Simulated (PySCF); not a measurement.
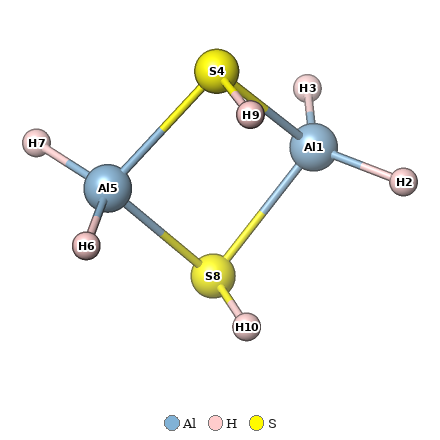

Al₂H₆S₂, singlet. Vertical core-electron binding energies by ΔSCF (SCAN, pcX-2 on the ionised atom (unc-x2c-TZVPall on a metal), pcseg-1 elsewhere, spin-free X2C; PySCF 2.14.0, at a PBE0-D3(BJ)/def2-SVP geometry (no frequency check)), gas phase, against the vacuum level. One atom of each kind was ionised; within a panel, areas follow the number of like atoms and 2j + 1 (2p levels are split by first-order spin-orbit coupling, an approximation), each panel is scaled alone, Gaussians of 0.4 eV full width. Only the regions named are shown.

Predict the S 2p, Al 2p and Al 1s photoelectron lines.

Answer.
| level | atoms | binding energy (eV) |
| --- | --- | --- |
| S 2p1/2 | S4, S8 | 171.1 |
| S 2p3/2 | S4, S8 | 169.9 |
| Al 2p1/2 | Al1, Al5 | 81.0 |
| Al 2p3/2 | Al1, Al5 | 80.5 |
| Al 1s | Al1, Al5 | 1566.9 |

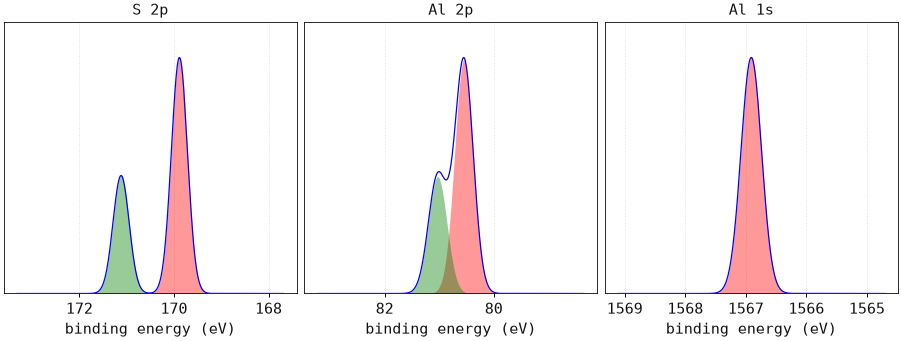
